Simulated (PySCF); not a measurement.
Consider C5H7F3OSi (SMILES O=C/C([SiH3])=C\CC(F)(F)F).

```xyz
17

O     0.3356    2.4113    0.8023
C     0.9719    1.4031    0.9806
C     0.9980    0.2197    0.1154
Si    2.6248   -0.7594    0.1018
C    -0.0690   -0.1678   -0.5905
C    -1.4160    0.4879   -0.5907
C    -2.4825   -0.5083   -0.1759
F    -2.5666   -1.5556   -1.0127
F    -2.2543   -1.0180    1.0445
F    -3.7027    0.0454   -0.1385
H     1.6460    1.3108    1.8553
H     2.4823   -1.8397   -0.8705
H     2.8449   -1.2794    1.4519
H     3.7041    0.1535   -0.2753
H    -0.0079   -1.0631   -1.1977
H    -1.4520    1.3403    0.0892
H    -1.6635    0.8312   -1.5992
```

Geometry: GFN2-xTB.

Method: PySCF 2.14.0, PBE0/pcSseg-1, SCF density, gas phase, non-relativistic.

Question: Predict the electron density and electron localisation function between the atoms.

Answer: C–C (1.34 Å): ρ at the midpoint is about 2.3 e/Å³; the ELF peaks at about 0.90 between the atoms; a multiple bond.
C–Si (1.90 Å): the density is about 0.91 e/Å³ at the midpoint; the ELF peaks at about 0.95 between the atoms, as expected for localised, covalent bonding.
C–H (1.08 Å): ρ at the midpoint is about 2.1 e/Å³; the ELF climbs to about 1 towards the hydrogen, as it does in any bond to H; a covalent bond by its length.
C–C (1.47 Å): ρ is about 1.9 e/Å³ halfway; the ELF peaks at about 0.95 between the atoms: a covalent bond.

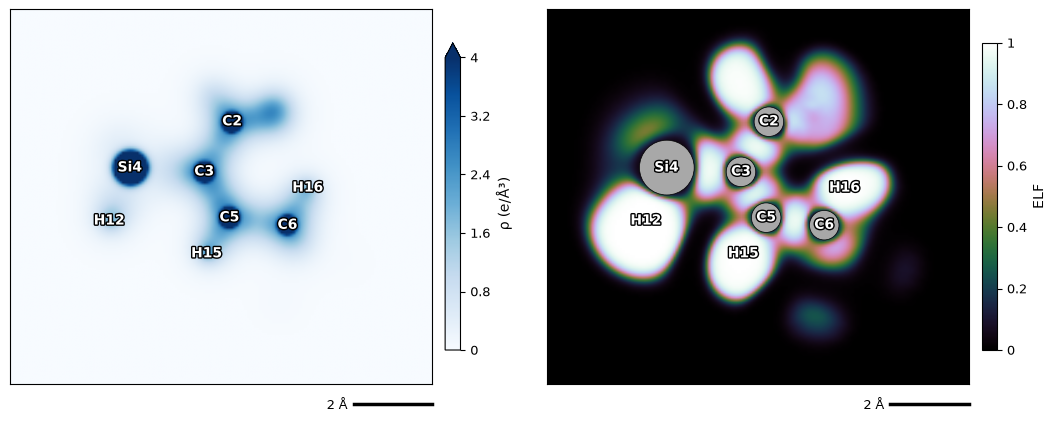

Computed electron density and electron localisation function on the plane of atoms C2, C3 and Si4, in this order. Grey discs cover the atomic cores in the ELF map. 
